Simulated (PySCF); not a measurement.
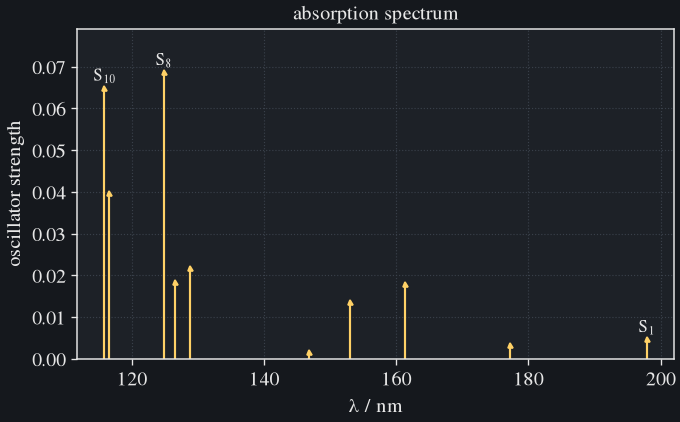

Computed absorption of H₂O₂ (hydrogen peroxide), SMILES OO. Vertical TDDFT excitations, CAM-B3LYP/def2-SVPD in PySCF 2.14.0, at a PBE0-D3(BJ)/def2-SVP geometry (no frequency check), gas phase. Only the first 10 singlet excitations are included.

Where is the lowest singlet, and is it bright?

S1 lies at 6.26 eV (198 nm) with f = 0.005, mainly HOMO → LUMO+1 (80 %); it is dark or nearly so.

Which of the computed transitions is the brightest, and what character does the calculation give it?

S8 at 9.93 eV (125 nm), f = 0.069, mainly HOMO → LUMO+3 (87 %).

List the transitions behind the spectrum.

```csv
state,E (eV),λ (nm),f,main character
S1,6.26,198,0.005,HOMO → LUMO+1 (80 %)
S2,7.00,177,0.003,HOMO → LUMO (97 %)
S3,7.69,161,0.018,HOMO−1 → LUMO+1 (80 %)
S4,8.10,153,0.014,HOMO−1 → LUMO (50 %)
S5,8.45,147,0.002,HOMO−1 → LUMO (48 %)
S6,9.63,129,0.022,HOMO−1 → LUMO+2 (69 %)
S7,9.79,127,0.018,HOMO → LUMO+4 (70 %)
S8,9.93,125,0.069,HOMO → LUMO+3 (87 %)
S9,10.64,117,0.040,HOMO → LUMO+5 (50 %)
S10,10.70,116,0.065,HOMO → LUMO+5 (38 %)
```

Note: states above the negative HOMO energy depend on the basis; core orbitals are frozen in the response.
